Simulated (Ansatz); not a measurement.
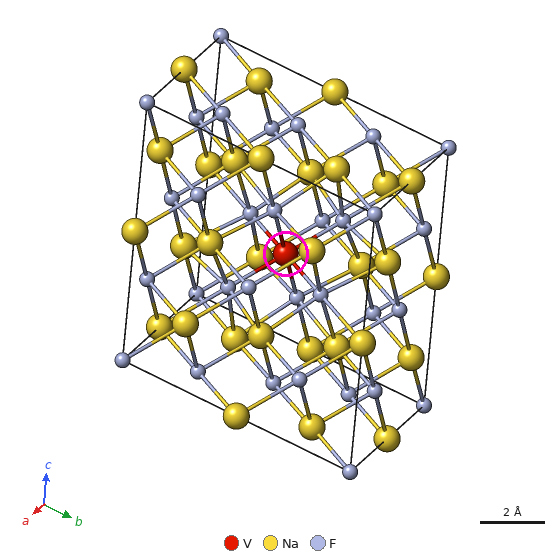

We look at a ball-and-stick model of the crystal slightly off an axis. Lines trace the edges of the supercell. The host is NaF, in a cell of 32 sites, and the cell is neutral. A ring marks the defect's site.

Identify the point defect.

Vanadium on a sodium site (a substitutional impurity). It is bonded to six F in an octahedral arrangement at about 2.1 Å.

The calculation used Ansatz 0.2.0, DFT PBE, scalar-relativistic, plane waves, PAW, with a plane-wave cutoff of 420 eV, a 2×2×2 mesh of k-points, Gaussian smearing of 0.01 eV, collinear spins.

Is there a net moment in the defective cell?

Yes, 3.5 μB in the cell.

The atoms were relaxed in the host's cell with Ansatz 0.2.0, DFT PBE, scalar-relativistic, plane waves, PAW.
